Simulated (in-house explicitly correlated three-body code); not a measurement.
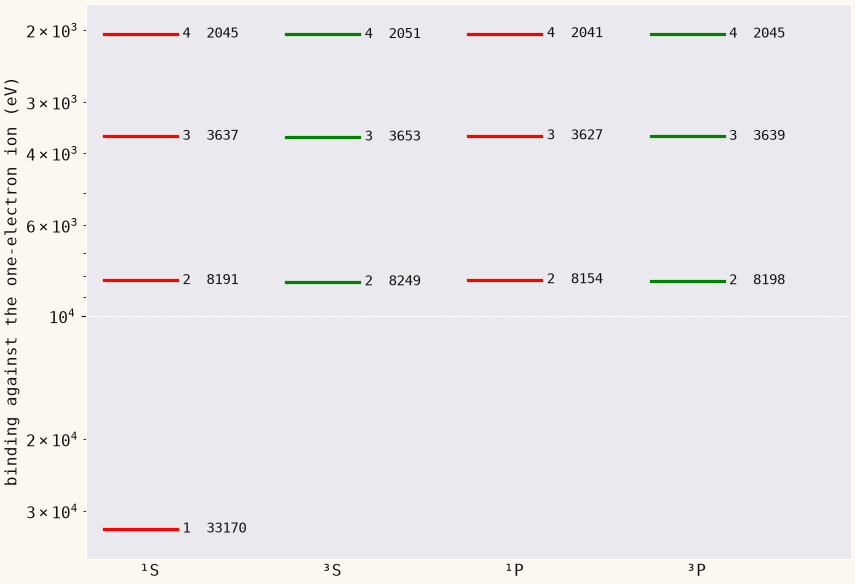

Two electrons around a point charge of unknown size. Computed variationally in 260 exponentially correlated functions with an in-house code, non-relativistic, converged to about 10⁻⁸ of the energy. The plot shows the bound S and P states that converged, by term and principal number n, on a logarithmic scale of binding.

Question: What is the nuclear charge?

Answer: Z = 50 (tin). The outer electron of the excited states sees a charge of Z − 1, so they are bound by about 13.6 (Z − 1)²/n² eV. The ground state is bound by 33.17 keV. The n = 2 states drawn run, from the deepest, 2 ³S (8249 eV), 2 ³P (8198 eV), 2 ¹S (8191 eV), 2 ¹P (8154 eV). Exchange puts 2 ³S below 2 ¹S by 57.9 eV and 2 ³P below 2 ¹P by 44.2 eV. Quantum defects n − (Z − 1)/√(2 E(binding)): 2 ³S 0.010, 2 ³P 0.004, 2 ¹S 0.003, 2 ¹P −0.002.
